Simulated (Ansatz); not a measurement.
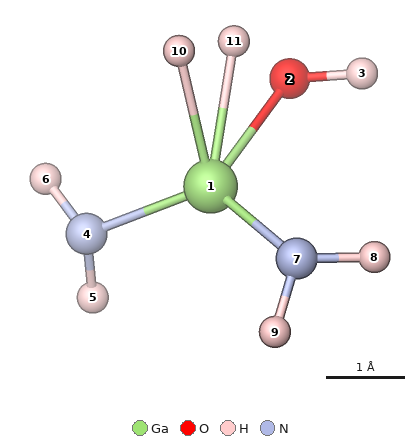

Figure 1. The structure as given in the input (ball-and-stick view, seen at a tilt; atoms are numbered from 1 in the order of the input). Sticks mark near contacts.

# GaN₂H₇O: molecular dynamics (part 1 of 3)

- system: GaN₂H₇O
- method: RKS revPBE-D4/def2-SVP (Ansatz 0.2.0)

It belongs to a series of runs on one base structure; here: dynamics from the highest image of the converged band. Figures and captions count atoms from 1; the log counts them from 0 in places.

## The program's output
```
Engine: ansatz 0.2.0, aarch64-unknown-linux-gnu
Functional definition: revPBE
  parameter kappa = 1.245
  parameter beta = 0.06672455060314922
  exchange = pbe_x(kappa = kappa, mu = beta*pi^2/3)
  correlation = pbe_c(beta = beta)
1248 factors; their error is unknown
mean field evaluation 1: about -57483.1123 eV, gradient 1.0e2 eV
mean field evaluation 2: about -57405.8170 eV, gradient 2.0e2 eV
mean field evaluation 4: about -57502.8512 eV, gradient 1.0e1 eV
mean field evaluation 8: about -57503.1089 eV, gradient 1.4e-1 eV
mean field evaluation 16: about -57503.0467 eV, gradient 3.3e-4 eV
mean field -57503.04667367 eV, -2113.1979882922 hartree, gradient 1.8e-5 eV, S^2 0.000000; 0 other end points of the search recorded, 0 dependent functions left out
the calculation of the forces begins
reference -57503.04672655 eV, -2113.1979902358 hartree; 30, 30 occupied and 79, 79 virtual orbitals, 1248 factors
md step     0: t =     0.00 fs  T =   100.0 K  F+E_penalty+E_count = -57503.62100140 eV  E_kin = 0.116334 eV  conserved = -57503.50466740 eV  (28 SCF iters)
these checks for a lower state are left out or cut short: starts, cluster_reference, orbital_swaps, neighbouring_geometries, increment
1248 factors; their error is unknown
mean field -57503.04168262 eV, -2113.1978048749 hartree, gradient 1.1e-5 eV, S^2 0.000000; 0 other end points of the search recorded, 0 dependent functions left out
the calculation of the forces begins
reference -57503.04173547 eV, -2113.1978068169 hartree; 30, 30 occupied and 79, 79 virtual orbitals, 1248 factors
md step     1: t =     0.50 fs  T =    97.1 K  F+E_penalty+E_count = -57503.61761954 eV  E_kin = 0.113014 eV  conserved = -57503.50460522 eV  (31 SCF iters, 3 dispersion substeps)
[... from here on the SCF iterations and repeated set-up lines of each step are left out, up to the last step ...]
md step     2: t =     1.00 fs  T =    89.7 K  F+E_penalty+E_count = -57503.60883042 eV  E_kin = 0.104398 eV  conserved = -57503.50443228 eV  (31 SCF iters, 3 dispersion substeps)
md step     3: t =     1.50 fs  T =    80.1 K  F+E_penalty+E_count = -57503.59739190 eV  E_kin = 0.093177 eV  conserved = -57503.50421522 eV  (31 SCF iters, 3 dispersion substeps)
md step     4: t =     2.00 fs  T =    71.1 K  F+E_penalty+E_count = -57503.58675172 eV  E_kin = 0.082711 eV  conserved = -57503.50404091 eV  (31 SCF iters, 3 dispersion substeps)
md step     5: t =     2.50 fs  T =    65.1 K  F+E_penalty+E_count = -57503.57969416 eV  E_kin = 0.075718 eV  conserved = -57503.50397603 eV  (31 SCF iters, 3 dispersion substeps)
md step     6: t =     3.00 fs  T =    63.0 K  F+E_penalty+E_count = -57503.57729413 eV  E_kin = 0.073260 eV  conserved = -57503.50403399 eV  (31 SCF iters, 3 dispersion substeps)
md step     7: t =     3.50 fs  T =    64.1 K  F+E_penalty+E_count = -57503.57868310 eV  E_kin = 0.074514 eV  conserved = -57503.50416890 eV  (31 SCF iters, 3 dispersion substeps)
md step     8: t =     4.00 fs  T =    66.5 K  F+E_penalty+E_count = -57503.58171161 eV  E_kin = 0.077408 eV  conserved = -57503.50430336 eV  (31 SCF iters, 3 dispersion substeps)
md step     9: t =     4.50 fs  T =    68.6 K  F+E_penalty+E_count = -57503.58411844 eV  E_kin = 0.079752 eV  conserved = -57503.50436694 eV  (31 SCF iters, 3 dispersion substeps)
md step    10: t =     5.00 fs  T =    69.0 K  F+E_penalty+E_count = -57503.58462551 eV  E_kin = 0.080298 eV  conserved = -57503.50432754 eV  (31 SCF iters, 3 dispersion substeps)
md step    11: t =     5.50 fs  T =    68.1 K  F+E_penalty+E_count = -57503.58348059 eV  E_kin = 0.079278 eV  conserved = -57503.50420294 eV  (31 SCF iters, 3 dispersion substeps)
md step    12: t =     6.00 fs  T =    67.2 K  F+E_penalty+E_count = -57503.58222373 eV  E_kin = 0.078170 eV  conserved = -57503.50405366 eV  (31 SCF iters, 3 dispersion substeps)
md step    13: t =     6.50 fs  T =    67.7 K  F+E_penalty+E_count = -57503.58274042 eV  E_kin = 0.078783 eV  conserved = -57503.50395789 eV  (31 SCF iters, 3 dispersion substeps)
md step    14: t =     7.00 fs  T =    70.5 K  F+E_penalty+E_count = -57503.58602137 eV  E_kin = 0.082050 eV  conserved = -57503.50397185 eV  (31 SCF iters, 3 dispersion substeps)
md step    15: t =     7.50 fs  T =    75.1 K  F+E_penalty+E_count = -57503.59146710 eV  E_kin = 0.087378 eV  conserved = -57503.50408868 eV  (31 SCF iters, 3 dispersion substeps)
md step    16: t =     8.00 fs  T =    80.3 K  F+E_penalty+E_count = -57503.59765025 eV  E_kin = 0.093410 eV  conserved = -57503.50424004 eV  (31 SCF iters, 3 dispersion substeps)
md step    17: t =     8.50 fs  T =    85.5 K  F+E_penalty+E_count = -57503.60381387 eV  E_kin = 0.099445 eV  conserved = -57503.50436900 eV  (31 SCF iters, 3 dispersion substeps)
md step    18: t =     9.00 fs  T =    90.4 K  F+E_penalty+E_count = -57503.60962232 eV  E_kin = 0.105170 eV  conserved = -57503.50445222 eV  (29 SCF iters, 3 dispersion substeps)
md step    19: t =     9.50 fs  T =    94.4 K  F+E_penalty+E_count = -57503.61423998 eV  E_kin = 0.109780 eV  conserved = -57503.50446000 eV  (30 SCF iters, 3 dispersion substeps)
md step    20: t =    10.00 fs  T =    96.9 K  F+E_penalty+E_count = -57503.61710941 eV  E_kin = 0.112733 eV  conserved = -57503.50437597 eV  (30 SCF iters, 3 dispersion substeps)
md step    21: t =    10.50 fs  T =    98.6 K  F+E_penalty+E_count = -57503.61896597 eV  E_kin = 0.114742 eV  conserved = -57503.50422349 eV  (30 SCF iters, 3 dispersion substeps)
md step    22: t =    11.00 fs  T =   101.2 K  F+E_penalty+E_count = -57503.62176639 eV  E_kin = 0.117704 eV  conserved = -57503.50406257 eV  (30 SCF iters, 3 dispersion substeps)
md step    23: t =    11.50 fs  T =   106.4 K  F+E_penalty+E_count = -57503.62775862 eV  E_kin = 0.123793 eV  conserved = -57503.50396597 eV  (30 SCF iters, 3 dispersion substeps)
md step    24: t =    12.00 fs  T =   115.5 K  F+E_penalty+E_count = -57503.63830808 eV  E_kin = 0.134325 eV  conserved = -57503.50398288 eV  (30 SCF iters, 3 dispersion substeps)
md step    25: t =    12.50 fs  T =   128.1 K  F+E_penalty+E_count = -57503.65310895 eV  E_kin = 0.149000 eV  conserved = -57503.50410901 eV  (31 SCF iters, 3 dispersion substeps)
md step    26: t =    13.00 fs  T =   142.6 K  F+E_penalty+E_count = -57503.67022714 eV  E_kin = 0.165941 eV  conserved = -57503.50428608 eV  (31 SCF iters, 3 dispersion substeps)
md step    27: t =    13.50 fs  T =   156.9 K  F+E_penalty+E_count = -57503.68698086 eV  E_kin = 0.182550 eV  conserved = -57503.50443077 eV  (31 SCF iters, 3 dispersion substeps)
md step    28: t =    14.00 fs  T =   169.1 K  F+E_penalty+E_count = -57503.70120561 eV  E_kin = 0.196728 eV  conserved = -57503.50447729 eV  (30 SCF iters, 3 dispersion substeps)
md step    29: t =    14.50 fs  T =   178.7 K  F+E_penalty+E_count = -57503.71225601 eV  E_kin = 0.207848 eV  conserved = -57503.50440808 eV  (30 SCF iters, 3 dispersion substeps)
md step    30: t =    15.00 fs  T =   186.5 K  F+E_penalty+E_count = -57503.72126994 eV  E_kin = 0.217010 eV  conserved = -57503.50425958 eV  (30 SCF iters, 3 dispersion substeps)
md step    31: t =    15.50 fs  T =   194.7 K  F+E_penalty+E_count = -57503.73060717 eV  E_kin = 0.226507 eV  conserved = -57503.50410050 eV  (30 SCF iters, 3 dispersion substeps)
md step    32: t =    16.00 fs  T =   205.3 K  F+E_penalty+E_count = -57503.74278131 eV  E_kin = 0.238783 eV  conserved = -57503.50399851 eV  (30 SCF iters, 3 dispersion substeps)
md step    33: t =    16.50 fs  T =   219.6 K  F+E_penalty+E_count = -57503.75941935 eV  E_kin = 0.255432 eV  conserved = -57503.50398761 eV  (30 SCF iters, 3 dispersion substeps)
md step    34: t =    17.00 fs  T =   237.8 K  F+E_penalty+E_count = -57503.78073205 eV  E_kin = 0.276673 eV  conserved = -57503.50405858 eV  (30 SCF iters, 3 dispersion substeps)
md step    35: t =    17.50 fs  T =   259.2 K  F+E_penalty+E_count = -57503.80565629 eV  E_kin = 0.301483 eV  conserved = -57503.50417309 eV  (31 SCF iters, 3 dispersion substeps)
md step    36: t =    18.00 fs  T =   282.1 K  F+E_penalty+E_count = -57503.83247634 eV  E_kin = 0.328189 eV  conserved = -57503.50428770 eV  (32 SCF iters, 3 dispersion substeps)
md step    37: t =    18.50 fs  T =   305.3 K  F+E_penalty+E_count = -57503.85954348 eV  E_kin = 0.355169 eV  conserved = -57503.50437438 eV  (31 SCF iters, 3 dispersion substeps)
md step    38: t =    19.00 fs  T =   327.8 K  F+E_penalty+E_count = -57503.88572264 eV  E_kin = 0.381295 eV  conserved = -57503.50442793 eV  (28 SCF iters, 3 dispersion substeps)
md step    39: t =    19.50 fs  T =   348.9 K  F+E_penalty+E_count = -57503.91039611 eV  E_kin = 0.405941 eV  conserved = -57503.50445475 eV  (30 SCF iters, 3 dispersion substeps)
md step    40: t =    20.00 fs  T =   368.6 K  F+E_penalty+E_count = -57503.93325759 eV  E_kin = 0.428803 eV  conserved = -57503.50445434 eV  (30 SCF iters, 3 dispersion substeps)
md step    41: t =    20.50 fs  T =   386.7 K  F+E_penalty+E_count = -57503.95432781 eV  E_kin = 0.449912 eV  conserved = -57503.50441555 eV  (30 SCF iters, 3 dispersion substeps)
md step    42: t =    21.00 fs  T =   403.9 K  F+E_penalty+E_count = -57503.97421815 eV  E_kin = 0.469884 eV  conserved = -57503.50433388 eV  (31 SCF iters, 3 dispersion substeps)
md step    43: t =    21.50 fs  T =   421.2 K  F+E_penalty+E_count = -57503.99423059 eV  E_kin = 0.489995 eV  conserved = -57503.50423540 eV  (31 SCF iters, 3 dispersion substeps)
md step    44: t =    22.00 fs  T =   439.9 K  F+E_penalty+E_count = -57504.01590970 eV  E_kin = 0.511726 eV  conserved = -57503.50418408 eV  (31 SCF iters, 3 dispersion substeps)
md step    45: t =    22.50 fs  T =   460.5 K  F+E_penalty+E_count = -57504.04001957 eV  E_kin = 0.535772 eV  conserved = -57503.50424707 eV  (31 SCF iters, 3 dispersion substeps)
md step    46: t =    23.00 fs  T =   482.3 K  F+E_penalty+E_count = -57504.06554416 eV  E_kin = 0.561118 eV  conserved = -57503.50442575 eV  (30 SCF iters, 3 dispersion substeps)
md step    47: t =    23.50 fs  T =   503.0 K  F+E_penalty+E_count = -57504.08972842 eV  E_kin = 0.585105 eV  conserved = -57503.50462365 eV  (31 SCF iters, 3 dispersion substeps)
md step    48: t =    24.00 fs  T =   519.9 K  F+E_penalty+E_count = -57504.10953978 eV  E_kin = 0.604825 eV  conserved = -57503.50471519 eV  (31 SCF iters, 3 dispersion substeps)
md step    49: t =    24.50 fs  T =   532.0 K  F+E_penalty+E_count = -57504.12354630 eV  E_kin = 0.618898 eV  conserved = -57503.50464868 eV  (31 SCF iters, 3 dispersion substeps)
md step    50: t =    25.00 fs  T =   540.0 K  F+E_penalty+E_count = -57504.13273180 eV  E_kin = 0.628257 eV  conserved = -57503.50447444 eV  (31 SCF iters, 3 dispersion substeps)
md step    51: t =    25.50 fs  T =   546.2 K  F+E_penalty+E_count = -57504.13975986 eV  E_kin = 0.635470 eV  conserved = -57503.50429006 eV  (31 SCF iters, 3 dispersion substeps)
md step    52: t =    26.00 fs  T =   552.9 K  F+E_penalty+E_count = -57504.14743321 eV  E_kin = 0.643260 eV  conserved = -57503.50417283 eV  (31 SCF iters, 3 dispersion substeps)
md step    53: t =    26.50 fs  T =   561.6 K  F+E_penalty+E_count = -57504.15746212 eV  E_kin = 0.653312 eV  conserved = -57503.50415025 eV  (30 SCF iters, 3 dispersion substeps)
md step    54: t =    27.00 fs  T =   572.4 K  F+E_penalty+E_count = -57504.17010483 eV  E_kin = 0.665890 eV  conserved = -57503.50421455 eV  (30 SCF iters, 3 dispersion substeps)
md step    55: t =    27.50 fs  T =   584.6 K  F+E_penalty+E_count = -57504.18438287 eV  E_kin = 0.680032 eV  conserved = -57503.50435132 eV  (30 SCF iters, 3 dispersion substeps)
md step    56: t =    28.00 fs  T =   596.4 K  F+E_penalty+E_count = -57504.19831437 eV  E_kin = 0.693780 eV  conserved = -57503.50453432 eV  (30 SCF iters, 3 dispersion substeps)
md step    57: t =    28.50 fs  T =   605.6 K  F+E_penalty+E_count = -57504.20922772 eV  E_kin = 0.704526 eV  conserved = -57503.50470195 eV  (29 SCF iters, 3 dispersion substeps)
md step    58: t =    29.00 fs  T =   610.2 K  F+E_penalty+E_count = -57504.21466883 eV  E_kin = 0.709909 eV  conserved = -57503.50475939 eV  (30 SCF iters, 3 dispersion substeps)
md step    59: t =    29.50 fs  T =   609.7 K  F+E_penalty+E_count = -57504.21388817 eV  E_kin = 0.709253 eV  conserved = -57503.50463508 eV  (30 SCF iters, 3 dispersion substeps)
md step    60: t =    30.00 fs  T =   605.6 K  F+E_penalty+E_count = -57504.20891773 eV  E_kin = 0.704554 eV  conserved = -57503.50436333 eV  (30 SCF iters, 3 dispersion substeps)
md step    61: t =    30.50 fs  T =   601.6 K  F+E_penalty+E_count = -57504.20396007 eV  E_kin = 0.699846 eV  conserved = -57503.50411369 eV  (30 SCF iters, 3 dispersion substeps)
md step    62: t =    31.00 fs  T =   600.6 K  F+E_penalty+E_count = -57504.20280159 eV  E_kin = 0.698720 eV  conserved = -57503.50408155 eV  (30 SCF iters, 3 dispersion substeps)
md step    63: t =    31.50 fs  T =   603.1 K  F+E_penalty+E_count = -57504.20592607 eV  E_kin = 0.701616 eV  conserved = -57503.50431050 eV  (31 SCF iters, 3 dispersion substeps)
md step    64: t =    32.00 fs  T =   606.2 K  F+E_penalty+E_count = -57504.20989981 eV  E_kin = 0.705262 eV  conserved = -57503.50463793 eV  (30 SCF iters, 3 dispersion substeps)
md step    65: t =    32.50 fs  T =   606.0 K  F+E_penalty+E_count = -57504.20977453 eV  E_kin = 0.704933 eV  conserved = -57503.50484124 eV  (31 SCF iters, 3 dispersion substeps)
md step    66: t =    33.00 fs  T =   599.7 K  F+E_penalty+E_count = -57504.20242771 eV  E_kin = 0.697615 eV  conserved = -57503.50481301 eV  (31 SCF iters, 3 dispersion substeps)
md step    67: t =    33.50 fs  T =   587.6 K  F+E_penalty+E_count = -57504.18822970 eV  E_kin = 0.683622 eV  conserved = -57503.50460740 eV  (30 SCF iters, 3 dispersion substeps)
md step    68: t =    34.00 fs  T =   572.4 K  F+E_penalty+E_count = -57504.17028022 eV  E_kin = 0.665923 eV  conserved = -57503.50435718 eV  (30 SCF iters, 3 dispersion substeps)
md step    69: t =    34.50 fs  T =   557.2 K  F+E_penalty+E_count = -57504.15237736 eV  E_kin = 0.648201 eV  conserved = -57503.50417632 eV  (30 SCF iters, 3 dispersion substeps)
md step    70: t =    35.00 fs  T =   544.3 K  F+E_penalty+E_count = -57504.13728159 eV  E_kin = 0.633166 eV  conserved = -57503.50411554 eV  (30 SCF iters, 3 dispersion substeps)
md step    71: t =    35.50 fs  T =   534.5 K  F+E_penalty+E_count = -57504.12597862 eV  E_kin = 0.621804 eV  conserved = -57503.50417430 eV  (30 SCF iters, 3 dispersion substeps)
md step    72: t =    36.00 fs  T =   527.2 K  F+E_penalty+E_count = -57504.11767837 eV  E_kin = 0.613361 eV  conserved = -57503.50431783 eV  (30 SCF iters, 3 dispersion substeps)
md step    73: t =    36.50 fs  T =   520.7 K  F+E_penalty+E_count = -57504.11027336 eV  E_kin = 0.605797 eV  conserved = -57503.50447634 eV  (30 SCF iters, 3 dispersion substeps)
md step    74: t =    37.00 fs  T =   513.0 K  F+E_penalty+E_count = -57504.10139583 eV  E_kin = 0.596845 eV  conserved = -57503.50455094 eV  (31 SCF iters, 3 dispersion substeps)
md step    75: t =    37.50 fs  T =   503.3 K  F+E_penalty+E_count = -57504.08997960 eV  E_kin = 0.585517 eV  conserved = -57503.50446238 eV  (30 SCF iters, 3 dispersion substeps)
md step    76: t =    38.00 fs  T =   492.7 K  F+E_penalty+E_count = -57504.07745592 eV  E_kin = 0.573224 eV  conserved = -57503.50423167 eV  (31 SCF iters, 3 dispersion substeps)
md step    77: t =    38.50 fs  T =   484.3 K  F+E_penalty+E_count = -57504.06736706 eV  E_kin = 0.563360 eV  conserved = -57503.50400718 eV  (29 SCF iters, 3 dispersion substeps)
md step    78: t =    39.00 fs  T =   480.6 K  F+E_penalty+E_count = -57504.06309733 eV  E_kin = 0.559135 eV  conserved = -57503.50396265 eV  (31 SCF iters, 3 dispersion substeps)
md step    79: t =    39.50 fs  T =   482.4 K  F+E_penalty+E_count = -57504.06531484 eV  E_kin = 0.561186 eV  conserved = -57503.50412926 eV  (30 SCF iters, 3 dispersion substeps)
md step    80: t =    40.00 fs  T =   487.5 K  F+E_penalty+E_count = -57504.07151975 eV  E_kin = 0.567158 eV  conserved = -57503.50436199 eV  (30 SCF iters, 3 dispersion substeps)
md step    81: t =    40.50 fs  T =   493.1 K  F+E_penalty+E_count = -57504.07816741 eV  E_kin = 0.573682 eV  conserved = -57503.50448579 eV  (31 SCF iters, 3 dispersion substeps)
md step    82: t =    41.00 fs  T =   497.6 K  F+E_penalty+E_count = -57504.08330126 eV  E_kin = 0.578864 eV  conserved = -57503.50443775 eV  (31 SCF iters, 3 dispersion substeps)
md step    83: t =    41.50 fs  T =   501.4 K  F+E_penalty+E_count = -57504.08756585 eV  E_kin = 0.583286 eV  conserved = -57503.50427962 eV  (30 SCF iters, 3 dispersion substeps)
md step    84: t =    42.00 fs  T =   506.5 K  F+E_penalty+E_count = -57504.09331673 eV  E_kin = 0.589196 eV  conserved = -57503.50412097 eV  (31 SCF iters, 3 dispersion substeps)
md step    85: t =    42.50 fs  T =   514.8 K  F+E_penalty+E_count = -57504.10292471 eV  E_kin = 0.598873 eV  conserved = -57503.50405156 eV  (31 SCF iters, 3 dispersion substeps)
md step    86: t =    43.00 fs  T =   527.2 K  F+E_penalty+E_count = -57504.11739777 eV  E_kin = 0.613285 eV  conserved = -57503.50411241 eV  (30 SCF iters, 3 dispersion substeps)
md step    87: t =    43.50 fs  T =   542.8 K  F+E_penalty+E_count = -57504.13579169 eV  E_kin = 0.631500 eV  conserved = -57503.50429157 eV  (31 SCF iters, 3 dispersion substeps)
md step    88: t =    44.00 fs  T =   559.5 K  F+E_penalty+E_count = -57504.15539559 eV  E_kin = 0.650872 eV  conserved = -57503.50452372 eV  (30 SCF iters, 3 dispersion substeps)
md step    89: t =    44.50 fs  T =   574.2 K  F+E_penalty+E_count = -57504.17270109 eV  E_kin = 0.668002 eV  conserved = -57503.50469867 eV  (30 SCF iters, 3 dispersion substeps)
md step    90: t =    45.00 fs  T =   584.9 K  F+E_penalty+E_count = -57504.18509536 eV  E_kin = 0.680393 eV  conserved = -57503.50470208 eV  (30 SCF iters, 3 dispersion substeps)
md step    91: t =    45.50 fs  T =   591.5 K  F+E_penalty+E_count = -57504.19261867 eV  E_kin = 0.688126 eV  conserved = -57503.50449286 eV  (31 SCF iters, 3 dispersion substeps)
md step    92: t =    46.00 fs  T =   596.9 K  F+E_penalty+E_count = -57504.19853091 eV  E_kin = 0.694357 eV  conserved = -57503.50417409 eV  (31 SCF iters, 3 dispersion substeps)
md step    93: t =    46.50 fs  T =   604.9 K  F+E_penalty+E_count = -57504.20766879 eV  E_kin = 0.703703 eV  conserved = -57503.50396564 eV  (31 SCF iters, 3 dispersion substeps)
md step    94: t =    47.00 fs  T =   618.1 K  F+E_penalty+E_count = -57504.22312456 eV  E_kin = 0.719085 eV  conserved = -57503.50404000 eV  (31 SCF iters, 3 dispersion substeps)
md step    95: t =    47.50 fs  T =   635.5 K  F+E_penalty+E_count = -57504.24371159 eV  E_kin = 0.739353 eV  conserved = -57503.50435835 eV  (31 SCF iters, 3 dispersion substeps)
md step    96: t =    48.00 fs  T =   653.2 K  F+E_penalty+E_count = -57504.26454536 eV  E_kin = 0.759842 eV  conserved = -57503.50470300 eV  (28 SCF iters, 3 dispersion substeps)
md step    97: t =    48.50 fs  T =   666.5 K  F+E_penalty+E_count = -57504.28027655 eV  E_kin = 0.775409 eV  conserved = -57503.50486719 eV  (31 SCF iters, 3 dispersion substeps)
md step    98: t =    49.00 fs  T =   673.5 K  F+E_penalty+E_count = -57504.28825948 eV  E_kin = 0.783473 eV  conserved = -57503.50478658 eV  (30 SCF iters, 3 dispersion substeps)
md step    99: t =    49.50 fs  T =   674.9 K  F+E_penalty+E_count = -57504.28961753 eV  E_kin = 0.785084 eV  conserved = -57503.50453309 eV  (31 SCF iters, 3 dispersion substeps)
md step   100: t =    50.00 fs  T =   673.9 K  F+E_penalty+E_count = -57504.28818246 eV  E_kin = 0.783942 eV  conserved = -57503.50424033 eV  (31 SCF iters, 3 dispersion substeps)
md step   101: t =    50.50 fs  T =   674.2 K  F+E_penalty+E_count = -57504.28841889 eV  E_kin = 0.784379 eV  conserved = -57503.50403959 eV  (30 SCF iters, 3 dispersion substeps)
md step   102: t =    51.00 fs  T =   678.5 K  F+E_penalty+E_count = -57504.29338738 eV  E_kin = 0.789365 eV  conserved = -57503.50402259 eV  (30 SCF iters, 3 dispersion substeps)
md step   103: t =    51.50 fs  T =   686.9 K  F+E_penalty+E_count = -57504.30334494 eV  E_kin = 0.799135 eV  conserved = -57503.50421024 eV  (31 SCF iters, 3 dispersion substeps)
md step   104: t =    52.00 fs  T =   697.0 K  F+E_penalty+E_count = -57504.31541915 eV  E_kin = 0.810892 eV  conserved = -57503.50452696 eV  (31 SCF iters, 3 dispersion substeps)
md step   105: t =    52.50 fs  T =   704.8 K  F+E_penalty+E_count = -57504.32477382 eV  E_kin = 0.819963 eV  conserved = -57503.50481062 eV  (31 SCF iters, 3 dispersion substeps)
md step   106: t =    53.00 fs  T =   706.8 K  F+E_penalty+E_count = -57504.32712029 eV  E_kin = 0.822232 eV  conserved = -57503.50488867 eV  (30 SCF iters, 3 dispersion substeps)
md step   107: t =    53.50 fs  T =   702.0 K  F+E_penalty+E_count = -57504.32134407 eV  E_kin = 0.816646 eV  conserved = -57503.50469808 eV  (30 SCF iters, 3 dispersion substeps)
md step   108: t =    54.00 fs  T =   692.9 K  F+E_penalty+E_count = -57504.31038977 eV  E_kin = 0.806026 eV  conserved = -57503.50436423 eV  (30 SCF iters, 3 dispersion substeps)
```
